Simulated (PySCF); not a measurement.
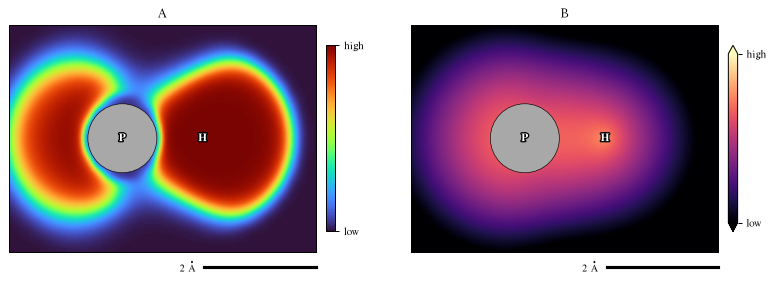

PH (charge +1, doublet): 2 fields on a plane that holds the molecular axis, with unlabelled colour scales. Grey discs cover the atomic cores.

Theory: PBE0/6-31G(d,p), non-relativistic, at a bond length of 1.435 Å in PySCF 2.14.0.

**Match the panels to the quantities (electron density and electron localisation function).**

Panel A: electron localisation function. Panel B: electron density. From the grid: P–H (1.43 Å): the density is about 1.2 e/Å³ at the midpoint; the ELF climbs to about 1 towards the hydrogen, as it does in any bond to H.
